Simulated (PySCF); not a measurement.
## A study: CH5IO, SMILES `O.CI`

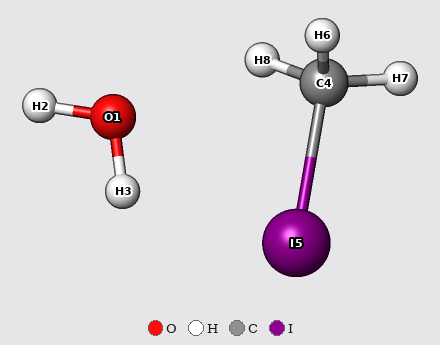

The molecule, with its atoms numbered as below.

Geometry (Å), atoms numbered from 1:

```
O1      -3.0133   -0.3649   -0.0293
H2      -3.7580   -0.7794    0.4101
H3      -2.4183   -1.0706   -0.2970
C4      -0.4476    1.6326   -0.0032
I5       0.6571   -0.2033    0.0029
H6      -0.1816    2.1855    0.8884
H7      -0.1746    2.1840   -0.8936
H8      -1.5006    1.3808   -0.0078
```

## 1. Weak contacts

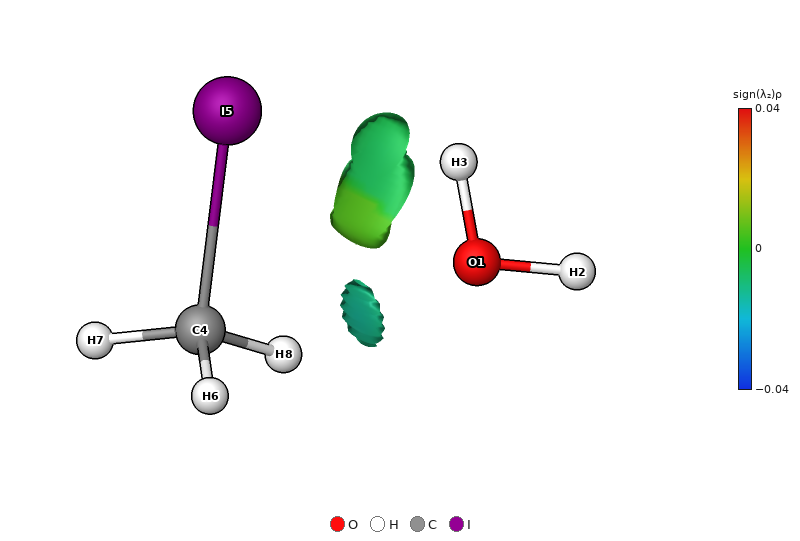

Non-covalent interaction surfaces between the fragments (reduced density gradient s = 0.5, coloured by sign(λ₂)ρ in a.u.; trimmed to the region between the fragments where ρ is under 0.06 a.u.). Fragment A: H2O (atoms 1–3); fragment B: H3CI.

PySCF calculation, TPSS/def2-SVPD, gas phase; geometry: GFN2-xTB. Core potentials replace the inner electrons of I; spin–orbit coupling isn't included.

**Interpret the surfaces between the fragments.**

Bond critical points between the fragments: O1···H8, weak C–H hydrogen bond, 2.31 Å, ρ = 0.013 a.u.; O1···I5, 3.67 Å, ρ = 0.006 a.u. All are weak and appear green, as weak hydrogen bonds do. Several contacts close a ring, whose ring point adds a part with positive λ₂ between them. The pose is a local one from a semi-empirical search, not shown to be the most stable.

**How strongly are they bound?**

The counterpoise-corrected interaction energy of the frozen fragments is −1.6 kcal/mol without dispersion correction and −2.8 kcal/mol with D3(BJ). The pair geometry is semi-empirical, not a minimum at this level.

## 2. Binding density

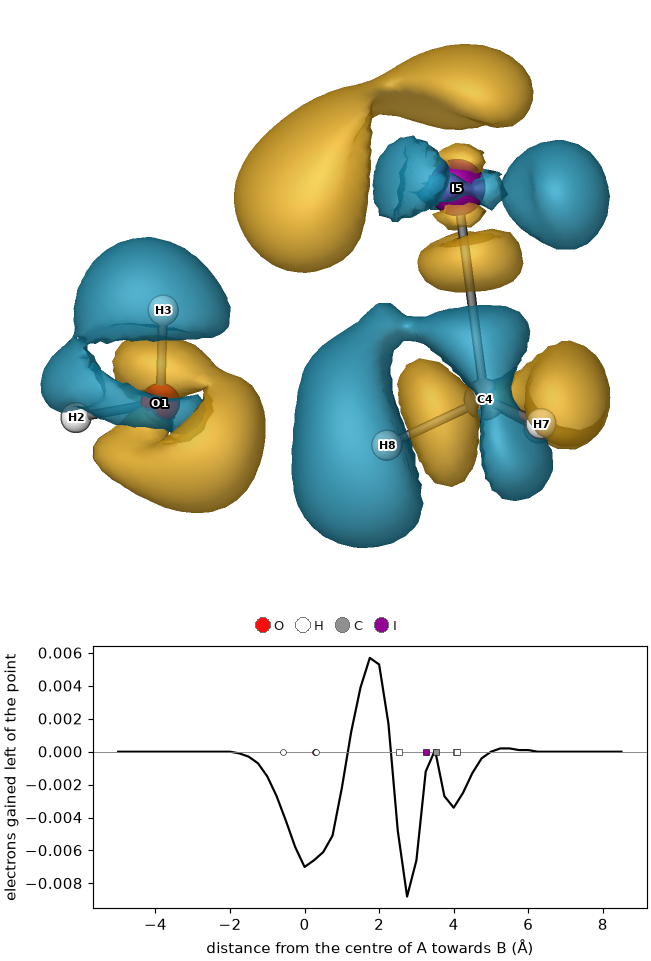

Density of the complex less the densities of the two fragments at the same geometry, ±0.002 e/Å³ (yellow: gain, teal: loss). Fragment A: H2O (atoms 1–3); fragment B: H3CI. Below: the charge-displacement curve along the line of centres (A on the left).

**How is the density rearranged on binding?**

Hirshfeld charges show almost no net transfer (under 0.005 e). By Hirshfeld charges, electrons gather most on I5 (−0.016 e) and leave H8 most (+0.017 e); 0.07 e is displaced in all, which induces a dipole of 0.29 D.

## 3. Excited states

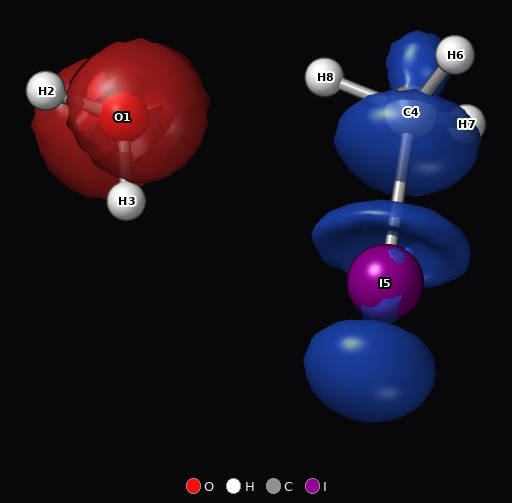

Unrelaxed difference density of S₃ less the ground state (TDA singlet states), ±0.05 e/Å³; blue: gain, red: loss.

PySCF calculation, PBE0/def2-SVP, gas phase; geometry: GFN2-xTB. Core potentials replace the inner electrons of I; spin–orbit coupling isn't included. Without diffuse functions Rydberg states are missing, so the states' numbers hold for this basis only.

**How does the charge move on excitation?**

0.97 e is displaced in all, of which about 1.0 e passes between atoms: O1 (0.86 e) and H2 (0.05 e) lose electrons and I5 (0.54 e) and C4 (0.30 e) gain them. The state: 7.15 eV (173 nm), f = 0.003, charge transfer, whose energy this functional puts too low; the leading pair carries 100 %; hole on O1 (87 %) and H2 and H3 (6 % each), electron on I5 (55 %) and C4 (30 %); their centroids lie 3.3 Å apart.
